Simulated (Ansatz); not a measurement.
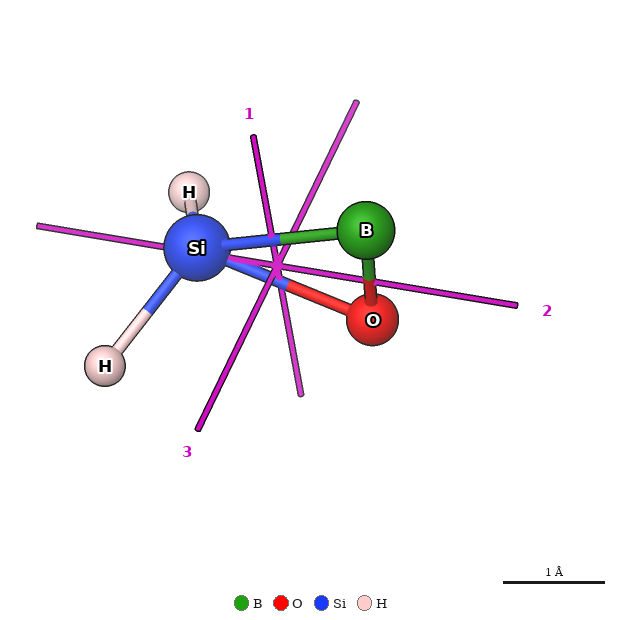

The three principal axes of inertia are drawn and numbered. Depth is shown by fading: the farther an atom, the more it takes the colour of the background. State: neutral, doublet. The geometry was computed by an optimisation with PBE-D4/def2-SVP. No frequency run is at hand to confirm it as a minimum. Masses are those of the most abundant isotopes; constants are for the rigid equilibrium geometry.

Which line is the a axis (least moment of inertia), which b and which c?

Answer. a is line 2, b is line 1, c is line 3; the moments are 14.6, 53.5, 62.0 u Å².

What kind of rotor is it, and what are its rotational constants in MHz?

Answer. An asymmetric top (Cs): A = 34533, B = 9439, C = 8154 MHz. Ray's parameter κ is −0.90, close to the prolate limit.
